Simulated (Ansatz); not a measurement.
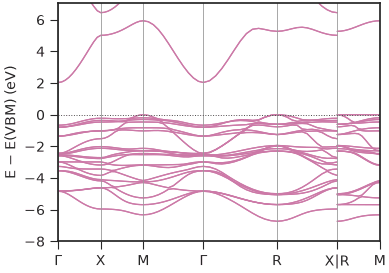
Band structure from the program Ansatz at the r²SCAN with spin–orbit coupling level (PAW)

The gap is 2.03 eV; an edge lies off the plotted path or next to a special point (maximum on the R–X line, 1 % of the way from R, minimum at Γ).

The material is ZnAgF3 (cubic perovskite, Pm-3m).

The workflow started from an entry of the Crystallography Open Database (COD). Its standing as an ambient phase is unchecked. The r²SCAN relaxation kept the symmetry of its start; whether a distortion lowers the energy is not shown. The run is not spin-polarised.

Potentials: the later of the program's two PAW sets.
